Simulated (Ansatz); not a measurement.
# AlHF₂: a spread of methods and bases

How do the results and run time of AlHF₂ respond when the settings are drawn wide?

The runs use Ansatz 0.2.0, Gaussian basis; the settings change from run to run.

### Step 1. The molecule

The geometry comes from an earlier relaxation with PBE0-D4 in a triple-zeta def2 set; it is a stationary point.

4 atoms, charge 0, spin multiplicity 1.

Atoms are counted from 1 here; the program's logs count them from 0.

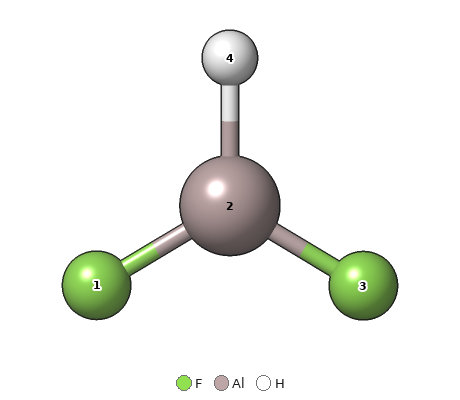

The structure; fluorine green, aluminium light grey, hydrogen white; atoms are numbered from 1 in the order of the file.

### Step 2. B3LYP/def2-TZVPP

Options: D3(BJ) dispersion.

File in.yaml:

```yaml
crystal:
  periodic: [false, false, false]
  atoms:
    - {symbol: F, position_ang: [-0.018954, -0.988335, 1.292495]}
    - {symbol: Al, position_ang: [0.039062, 0.004898, -0.009778]}
    - {symbol: F, position_ang: [-1.212131, -0.040761, -1.067242]}
    - {symbol: H, position_ang: [1.247623, 0.963897, -0.235776]}
basis:
  gaussian: {orbitals: def2-TZVPP}
hamiltonian: {xc: {name: B3LYP}, dispersion: d3bj}
output: {forces: true}
```

Run with:

```
$ ansatz run in.yaml --threads 2 --pin off --events-out ev --progress --plain --max-ram 32768MiB --backend cpu
```

Standard output:

```text
Functional definition: B3LYP
  name "B3LYP"
  cite "Stephens, Devlin, Chabalowski & Frisch, J. Phys. Chem. 98, 11623 (1994) doi:10.1021/j100096a001"
  cite "Becke, Phys. Rev. A 38, 3098 (1988) doi:10.1103/PhysRevA.38.3098"
  cite "Lee, Yang & Parr, Phys. Rev. B 37, 785 (1988) doi:10.1103/PhysRevB.37.785"
  cite "Vosko, Wilk & Nusair, Can. J. Phys. 58, 1200 (1980) doi:10.1139/p80-159"
  parameter a0 = 0.2
  parameter ax = 0.72
  parameter ac = 0.81
  exchange = (1 - a0 - ax)*slater_x + ax*b88_x + a0*exact_x
  correlation = (1 - ac)*vwn_rpa_c + ac*lyp_c
664 factors; their error is unknown
mean field evaluation 1: about -12049.9997 eV, gradient 5.6e1 eV
mean field evaluation 2: about -12038.8224 eV, gradient 1.1e2 eV
mean field evaluation 4: about -12054.3410 eV, gradient 7.5e-1 eV
mean field evaluation 8: about -12054.3678 eV, gradient 1.0e-1 eV
mean field evaluation 16: about -12054.3678 eV, gradient 2.4e-5 eV
mean field -12054.36780503 eV, -442.9898460908 hartree, gradient 2.4e-5 eV, S^2 0.000000; 0 other end points of the search recorded, 0 dependent functions left out
the calculation of the forces begins
reference -12054.36801010 eV, -442.9898536271 hartree; 16, 16 occupied and 102, 102 virtual orbitals, 664 factors
Total energy: -12054.43086992 eV, -442.9921636829 hartree
Atom 0 at    -0.018954    -0.988335     1.292495 Å, force    -0.005034    -0.088388     0.116032 eV/Å
Atom 1 at     0.039062     0.004898    -0.009778 Å, force     0.197981     0.157055    -0.037040 eV/Å
Atom 2 at    -1.212131    -0.040761    -1.067242 Å, force    -0.111363    -0.003945    -0.094255 eV/Å
Atom 3 at     1.247623     0.963897    -0.235776 Å, force    -0.081585    -0.064721     0.015263 eV/Å
Dipole moment:     0.218266     0.173209    -0.040810 e Å
```

Wall time 2.6 s (2 threads, shared host).

Largest force 0.255 eV/Å, dipole 1.35 D.

### Step 3. PBE0/aug-cc-pVDZ

Options: multiplicity 3, atoms shaken by 0.03 Å.

File in.yaml:

```yaml
crystal:
  periodic: [false, false, false]
  atoms:
    - {symbol: F, position_ang: [0.019656, -1.015951, 1.295785]}
    - {symbol: Al, position_ang: [0.053589, 0.007462, -0.054923]}
    - {symbol: F, position_ang: [-1.268549, -0.051227, -1.088597]}
    - {symbol: H, position_ang: [1.202971, 0.970813, -0.256678]}
basis:
  gaussian: {orbitals: aug-cc-pVDZ}
magnetization: {spin_polarized: true, initial_magnetization: 2}
hamiltonian: {xc: {name: PBE0}}
output: {forces: true}
```

Launched as before.

Standard output, cut to the lines that bear on the results:

```text
Functional definition: PBE0
  name "PBE0"
  cite "Adamo & Barone, J. Chem. Phys. 110, 6158 (1999) doi:10.1063/1.478522"
  cite "Perdew, Burke & Ernzerhof, Phys. Rev. Lett. 77, 3865 (1996) doi:10.1103/PhysRevLett.77.3865"
  parent pbe
[...]
774 factors; integrals over basis functions are off by at most 3.4e-4 eV
[...]
mean field -12036.03596549 eV, -442.3161634134 hartree, gradient 2.2e-5 eV, S^2 2.003226; 4 other end points of the search recorded, 0 dependent functions left out
[...]
reference -12036.03602689 eV, -442.3161656701 hartree; 17, 15 occupied and 65, 67 virtual orbitals, 774 factors
Total energy: -12036.03602689 eV, -442.3161656701 hartree
Atom 0 at     0.019656    -1.015951     1.295785 Å, force     0.304567     0.483070     0.093866 eV/Å
Atom 1 at     0.053589     0.007462    -0.054923 Å, force    -2.647413    -3.294498     0.361065 eV/Å
Atom 2 at    -1.268549    -0.051227    -1.088597 Å, force    -0.018573     0.506063    -0.194304 eV/Å
Atom 3 at     1.202971     0.970813    -0.256678 Å, force     2.361419     2.305365    -0.260627 eV/Å
Dipole moment:     0.391609     0.451188    -0.033062 e Å
```

Run time: 6.5 s. Hardware: 2 threads, shared host.

Largest force 4.242 eV/Å, dipole 2.87 D, ⟨S²⟩ 2.003.

### Step 4. HF/aug-cc-pVTZ

Options: charge +1, multiplicity 2, restricted open-shell orbitals, atoms shaken by 0.03 Å, high accuracy, the search for lower states set to full.

File in.yaml:

```yaml
crystal:
  periodic: [false, false, false]
  atoms:
    - {symbol: F, position_ang: [-0.041572, -0.964572, 1.328948]}
    - {symbol: Al, position_ang: [0.052850, -0.014948, -0.010429]}
    - {symbol: F, position_ang: [-1.176354, -0.045725, -1.125180]}
    - {symbol: H, position_ang: [1.251262, 0.986176, -0.218684]}
basis:
  gaussian: {orbitals: aug-cc-pVTZ}
total_charge: 1
magnetization: {spin_polarized: false, initial_magnetization: 1}
hamiltonian: {xc: {name: HF}}
accuracy: high
scf: {lower_state_search: full}
output: {forces: true}
```

The command is unchanged.

Standard output, cut to the lines that bear on the results:

```text
Functional definition: HF
  name "HF"
  cite "Fock, Z. Phys. 61, 126 (1930) doi:10.1007/BF01340294"
  parent pbe
[...]
2463 factors; integrals over basis functions are off by at most 3.0e-9 eV
[...]
mean field -12004.68380132 eV, -441.1639926318 hartree, gradient 2.0e-8 eV, S^2 0.750000; 8 other end points of the search recorded, 0 dependent functions left out
[...]
reference -12004.68380132 eV, -441.1639926318 hartree; 16, 15 occupied and 149, 150 virtual orbitals, 2463 factors
Total energy: -12004.68380132 eV, -441.1639926318 hartree
Atom 0 at    -0.041572    -0.964572     1.328948 Å, force     0.965025     1.648649    -1.580872 eV/Å
Atom 1 at     0.052850    -0.014948    -0.010429 Å, force    -6.154939    -4.594014     0.757170 eV/Å
Atom 2 at    -1.176354    -0.045725    -1.125180 Å, force     2.461574     0.673441     1.300084 eV/Å
Atom 3 at     1.251262     0.986176    -0.218684 Å, force     2.728340     2.271924    -0.476382 eV/Å
Dipole moment:     1.286198     0.967852    -0.218304 e Å
```

It took 47 s on 2 threads, shared host; peak memory 0.62 GiB.

Largest force 7.718 eV/Å.

### Step 5. CAM-B3LYP/x2c-TZVPPall

Options: charge +1, multiplicity 2, D3(BJ) with three-body dispersion.

File in.yaml:

```yaml
crystal:
  periodic: [false, false, false]
  atoms:
    - {symbol: F, position_ang: [-0.018954, -0.988335, 1.292495]}
    - {symbol: Al, position_ang: [0.039062, 0.004898, -0.009778]}
    - {symbol: F, position_ang: [-1.212131, -0.040761, -1.067242]}
    - {symbol: H, position_ang: [1.247623, 0.963897, -0.235776]}
basis:
  gaussian: {orbitals: x2c-TZVPPall}
total_charge: 1
magnetization: {spin_polarized: true, initial_magnetization: 1}
hamiltonian: {xc: {name: CAM-B3LYP}, dispersion: d3bjatm}
output: {forces: true}
```

Launched as before.

Standard output, cut to the lines that bear on the results:

```text
Functional definition: CAM-B3LYP
  name "CAM-B3LYP"
  cite "Yanai, Tew & Handy, Chem. Phys. Lett. 393, 51 (2004) doi:10.1016/j.cplett.2004.06.011"
  cite "Iikura, Tsuneda, Yanai & Hirao, J. Chem. Phys. 115, 3540 (2001) doi:10.1063/1.1383587"
  cite "Becke, Phys. Rev. A 38, 3098 (1988) doi:10.1103/PhysRevA.38.3098"
  cite "Lee, Yang & Parr, Phys. Rev. B 37, 785 (1988) doi:10.1103/PhysRevB.37.785"
  cite "Vosko, Wilk & Nusair, Can. J. Phys. 58, 1200 (1980) doi:10.1139/p80-159"
[...]
  # Exact exchange under (alpha + beta erf(omega r))/r, Becke's under what is left of 1/r.
[...]
657 factors; their error is unknown
147 factors; integrals over basis functions are off by at most 2.1e-5 eV
[...]
mean field -12056.32542645 eV, -443.0617873512 hartree, gradient 3.6e-5 eV, S^2 0.759914; 4 other end points of the search recorded, 0 dependent functions left out
[...]
reference -12056.32552093 eV, -443.0617908231 hartree; 16, 15 occupied and 102, 103 virtual orbitals, 657 factors
Total energy: -12056.35287573 eV, -443.0627960935 hartree
Relativity: scalar
Atom 0 at    -0.018954    -0.988335     1.292495 Å, force     0.732613     0.872337    -0.533730 eV/Å
Atom 1 at     0.039062     0.004898    -0.009778 Å, force    -3.883527    -3.081644     0.726198 eV/Å
Atom 2 at    -1.212131    -0.040761    -1.067242 Å, force     1.099168     0.581233     0.191205 eV/Å
Atom 3 at     1.247623     0.963897    -0.235776 Å, force     2.051747     1.628074    -0.383674 eV/Å
Dipole moment:     0.975557     0.774129    -0.182420 e Å
```

It took 7.5 s on 2 threads, shared host.

Largest force 5.011 eV/Å, ⟨S²⟩ 0.760.

### Step 6. BHLYP/def2-mTZVP

Set apart from the defaults: unrestricted orbitals, D4 dispersion.

Changes to in.yaml since step 5:

```diff
@@ -8,6 +8,5 @@
 basis:
-  gaussian: {orbitals: x2c-TZVPPall}
-total_charge: 1
-magnetization: {spin_polarized: true, initial_magnetization: 1}
-hamiltonian: {xc: {name: CAM-B3LYP}, dispersion: d3bjatm}
+  gaussian: {orbitals: def2-mTZVP}
+magnetization: {spin_polarized: true, initial_magnetization: 0}
+hamiltonian: {xc: {name: BHLYP}, dispersion: d4}
 output: {forces: true}
```

Launched as before.

Standard output, cut to the lines that bear on the results:

```text
Functional definition: BHLYP
  name "BHLYP"
  cite "Becke, J. Chem. Phys. 98, 1372 (1993) doi:10.1063/1.464304"
  cite "Becke, Phys. Rev. A 38, 3098 (1988) doi:10.1103/PhysRevA.38.3098"
  cite "Lee, Yang & Parr, Phys. Rev. B 37, 785 (1988) doi:10.1103/PhysRevB.37.785"
[...]
521 factors; integrals over basis functions are off by at most 9.4e-4 eV
[...]
mean field -12051.42412152 eV, -442.8816677170 hartree, gradient 1.9e-5 eV, S^2 0.000000; 0 other end points of the search recorded, 0 dependent functions left out
[...]
reference -12051.42425886 eV, -442.8816727643 hartree; 16, 16 occupied and 47, 47 virtual orbitals, 521 factors
Total energy: -12051.47576464 eV, -442.8835655668 hartree
Atom 0 at    -0.018954    -0.988335     1.292495 Å, force    -0.011508     0.163770    -0.233558 eV/Å
Atom 1 at     0.039062     0.004898    -0.009778 Å, force    -0.040468    -0.032165     0.007546 eV/Å
Atom 2 at    -1.212131    -0.040761    -1.067242 Å, force     0.206275    -0.009185     0.197151 eV/Å
Atom 3 at     1.247623     0.963897    -0.235776 Å, force    -0.154299    -0.122419     0.028861 eV/Å
Dipole moment:     0.254278     0.201787    -0.047544 e Å
```

Wall time 2.4 s (2 threads, shared host).

Largest force 0.285 eV/Å, dipole 1.58 D, ⟨S²⟩ 0.000.

### Step 7. RPA/def2-mTZVPP

This run has multiplicity 3, density fitting with cc-pVTZ-jkfit, finite nuclei.

Changes to in.yaml since step 6:

```diff
@@ -8,5 +8,5 @@
 basis:
-  gaussian: {orbitals: def2-mTZVP}
-magnetization: {spin_polarized: true, initial_magnetization: 0}
-hamiltonian: {xc: {name: BHLYP}, dispersion: d4}
-output: {forces: true}
+  gaussian: {orbitals: def2-mTZVPP, fitting: {mean_field: cc-pVTZ-jkfit}, nuclear_model: gaussian}
+magnetization: {spin_polarized: true, initial_magnetization: 2}
+hamiltonian: {xc: {name: HF}}
+correlation: {method: rpa}
```

Launched as before.

Standard output:

```text
Functional definition: HF
  name "HF"
  cite "Fock, Z. Phys. 61, 126 (1930) doi:10.1007/BF01340294"
  parent pbe
  exchange = exact_x
  correlation = 0
309 factors; integrals over basis functions are off by at most 2.5e-1 eV
mean field evaluation 1: about -12005.3059 eV, gradient 3.0e1 eV
mean field evaluation 2: about -12007.6038 eV, gradient 2.3e1 eV
mean field evaluation 4: about -12009.3092 eV, gradient 1.5e0 eV
mean field evaluation 8: about -12009.3896 eV, gradient 2.6e-2 eV
mean field evaluation 16: about -12009.3896 eV, gradient 8.5e-5 eV
mean field evaluation 32: about -12009.6955 eV, gradient 2.3e0 eV
mean field evaluation 64: about -12005.3057 eV, gradient 3.0e1 eV
mean field -12009.72794355 eV, -441.3493614394 hartree, gradient 1.0e-5 eV, S^2 2.001097; 8 other end points of the search recorded, 0 dependent functions left out
7 core orbitals not correlated: weight in the atoms' cores, before any rotation towards them, 1.000 or more for the frozen orbitals, at most 0.000 for the correlated occupied ones
reference -12009.72794355 eV, -441.3493614394 hartree; 10, 8 occupied and 58, 60 virtual orbitals, 309 factors
Total energy: -12024.05461249 eV, -441.8758568122 hartree
```

Run time: 4.5 s. Hardware: 2 threads, shared host.

⟨S²⟩ 2.001.

### Step 8. B97/def2-SVPD

Set apart from the defaults: charge +1, multiplicity 2.

File in.yaml:

```yaml
crystal:
  periodic: [false, false, false]
  atoms:
    - {symbol: F, position_ang: [-0.018954, -0.988335, 1.292495]}
    - {symbol: Al, position_ang: [0.039062, 0.004898, -0.009778]}
    - {symbol: F, position_ang: [-1.212131, -0.040761, -1.067242]}
    - {symbol: H, position_ang: [1.247623, 0.963897, -0.235776]}
basis:
  gaussian: {orbitals: def2-SVPD}
total_charge: 1
magnetization: {spin_polarized: true, initial_magnetization: 1}
hamiltonian: {xc: {name: B97}}
```

Launched as before.

Standard output, cut to the lines that bear on the results:

```text
Functional definition: B97
  name "B97"
  cite "Becke, J. Chem. Phys. 107, 8554 (1997) doi:10.1063/1.475007"
[...]
      + integral(e_c_pw_opposite_spin*poly(b97_u_opposite, cos0, cos1, cos2))
672 factors; their error is unknown
[...]
mean field -12029.12848352 eV, -442.0623181331 hartree, gradient 8.0e-6 eV, S^2 0.758200; 4 other end points of the search recorded, 0 dependent functions left out
reference -12029.12851287 eV, -442.0623192119 hartree; 16, 15 occupied and 62, 63 virtual orbitals, 672 factors
Total energy: -12029.12851287 eV, -442.0623192119 hartree
```

Run time: 7 s. Hardware: 2 threads, shared host.

⟨S²⟩ 0.758.

### Step 9. wPBEh/aug-pcseg-2

This run has relativity set to none.

Changes to in.yaml since step 8:

```diff
@@ -8,5 +8,3 @@
 basis:
-  gaussian: {orbitals: def2-SVPD}
-total_charge: 1
-magnetization: {spin_polarized: true, initial_magnetization: 1}
-hamiltonian: {xc: {name: B97}}
+  gaussian: {orbitals: aug-pcseg-2}
+hamiltonian: {xc: {name: wPBEh}, pseudopotentials: {relativity: none}}
```

The command is unchanged.

Standard output, cut to the lines that bear on the results:

```text
Functional definition: wPBEh
  name "wPBEh"
  cite "Heyd, Scuseria & Ernzerhof, J. Chem. Phys. 118, 8207 (2003) doi:10.1063/1.1564060"
  cite "Krukau, Vydrov, Izmaylov & Scuseria, J. Chem. Phys. 125, 224106 (2006) doi:10.1063/1.2404663"
  cite "Heyd & Scuseria, J. Chem. Phys. 120, 7274 (2004) doi:10.1063/1.1668634"
  cite "Ernzerhof & Perdew, J. Chem. Phys. 109, 3313 (1998) doi:10.1063/1.476928"
  cite "Perdew, Burke & Ernzerhof, Phys. Rev. Lett. 77, 3865 (1996) doi:10.1103/PhysRevLett.77.3865"
  parent pbe
[...]
793 factors; their error is unknown
81 factors; integrals over basis functions are off by at most 3.1e-5 eV
[...]
mean field -12046.29643271 eV, -442.6932286290 hartree, gradient 6.4e-5 eV, S^2 0.000000; 0 other end points of the search recorded, 0 dependent functions left out
reference -12046.29649019 eV, -442.6932307413 hartree; 16, 16 occupied and 149, 149 virtual orbitals, 793 factors
Total energy: -12046.29649019 eV, -442.6932307413 hartree
```

Run time: 4.1 s. Hardware: 2 threads, shared host.

### Step 10. PBE-QIDH/cc-pVDZ

Options: unrestricted orbitals, a grid of angular degree 47, the search for lower states set to off.

Changes to in.yaml since step 9:

```diff
@@ -8,3 +8,6 @@
 basis:
-  gaussian: {orbitals: aug-pcseg-2}
-hamiltonian: {xc: {name: wPBEh}, pseudopotentials: {relativity: none}}
+  gaussian: {orbitals: cc-pVDZ, final_grid: {core_spheres: 20, valence_spheres: 16, degree: 47}}
+magnetization: {spin_polarized: true, initial_magnetization: 0}
+hamiltonian: {xc: {name: PBE-QIDH}}
+scf: {lower_state_search: off}
+output: {forces: true}
```

Same command.

Standard output, cut to the lines that bear on the results:

```text
Functional definition: PBE-QIDH
  name "PBE-QIDH"
  cite "Brémond, Sancho-García, Pérez-Jiménez & Adamo, J. Chem. Phys. 141, 031101 (2014) doi:10.1063/1.4890314"
  cite "Perdew, Burke & Ernzerhof, Phys. Rev. Lett. 77, 3865 (1996) doi:10.1103/PhysRevLett.77.3865"
[...]
480 factors; integrals over basis functions are off by at most 8.1e-4 eV
[...]
mean field -12033.50847530 eV, -442.2232798623 hartree, gradient 8.4e-6 eV, S^2 0.000000; 0 other end points of the search recorded, 0 dependent functions left out
7 core orbitals not correlated: weight in the atoms' cores, before any rotation towards them, 1.000 or more for the frozen orbitals, at most 0.000 for the correlated occupied ones
reference -12033.50848758 eV, -442.2232803137 hartree; 9, 9 occupied and 35, 35 virtual orbitals, 480 factors
second order -13.34330343 eV of doubles, -0.00000000 eV of singles
[...]
Total energy: -12037.95625539 eV, -442.3867327659 hartree
Atom 0 at    -0.018954    -0.988335     1.292495 Å, force    -0.061160    -0.789432     1.021622 eV/Å
Atom 1 at     0.039062     0.004898    -0.009778 Å, force     1.057168     0.838841    -0.197700 eV/Å
Atom 2 at    -1.212131    -0.040761    -1.067242 Å, force    -0.994486    -0.048219    -0.824213 eV/Å
Atom 3 at     1.247623     0.963897    -0.235776 Å, force    -0.001522    -0.001190     0.000292 eV/Å
Dipole moment:     0.239284     0.189887    -0.044740 e Å
Checks for a lower state left out: starts, cluster_reference, orbital_swaps, neighbouring_geometries, increment
```

Run time: 6.5 s. Hardware: 2 threads, shared host.

Largest force 1.364 eV/Å, dipole 1.48 D, ⟨S²⟩ 0.000.

### Step 11. The runs in one table

```tsv
level	charge	multiplicity	geometry	functions	energy (eV)	time
B3LYP/def2-TZVPP	0	1	relaxed	118	-12054.431	2.6 s
PBE0/aug-cc-pVDZ	0	3	shaken	82	-12036.036	6.5 s
HF/aug-cc-pVTZ	1	2	shaken	165	-12004.684	47 s
CAM-B3LYP/x2c-TZVPPall	1	2	relaxed	118	-12056.353	7.5 s
BHLYP/def2-mTZVP	0	1	relaxed	63	-12051.476	2.4 s
RPA/def2-mTZVPP	0	3	relaxed	75	-12024.055	4.5 s
B97/def2-SVPD	1	2	relaxed	78	-12029.129	7 s
wPBEh/aug-pcseg-2	0	1	relaxed	165	-12046.296	4.1 s
PBE-QIDH/cc-pVDZ	0	1	relaxed	51	-12037.956	6.5 s
```

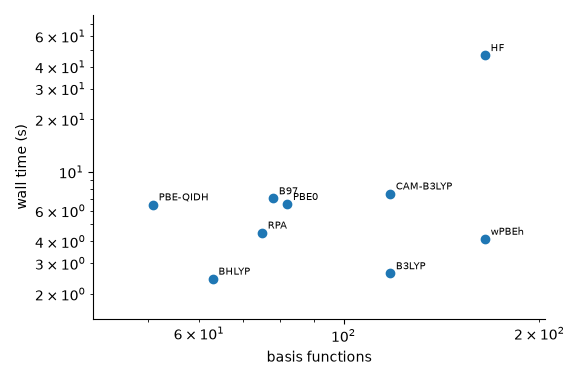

Wall time against the number of basis functions (shared host).

### Step 12. Outcome

| quantity | value |
| --- | --- |
| runs | 9 |
| quickest | BHLYP/def2-mTZVP, 2.4 s |
| slowest | HF/aug-cc-pVTZ, 47 s |
| spread of total energies, same state and geometry | 16.5 eV |
| dipole, same state and geometry | 1.35 to 1.58 D |

What this shows: HF/aug-cc-pVTZ took 19 times as long as BHLYP/def2-mTZVP. The jobs differ in tasks and options as well as level. Total energies at one charge and spin differ by 16 eV between levels, so only differences within one level mean anything. At the PBE0-D4/def2-TZVP geometry and in the same state, runs without warnings or point charges leave forces up to 1.36 eV/Å (PBE-QIDH/cc-pVDZ). At that geometry and state the dipole changes by 16 % between the lowest and highest value.
